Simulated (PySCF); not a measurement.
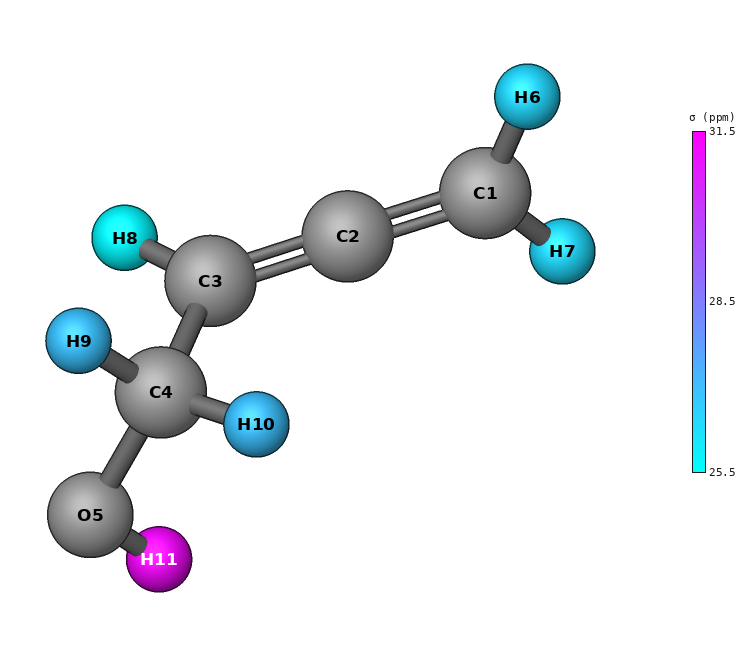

Atoms are coloured by their isotropic NMR shieldings (H only, the others grey). The geometry was computed by an optimisation with PBE0-D3(BJ)/def2-SVP. No frequency run is at hand to confirm it as a minimum. Level of theory: GIAO KT2/pcSseg-2 NMR shielding, non-relativistic, gas phase (PySCF 2.14.0).

List the isotropic NMR shieldings of the H atoms.

| atom | σ (ppm) |
| --- | --- |
| H6 | 26.38 |
| H7 | 26.33 |
| H8 | 25.65 |
| H9 | 26.91 |
| H10 | 26.95 |
| H11 | 31.28 |
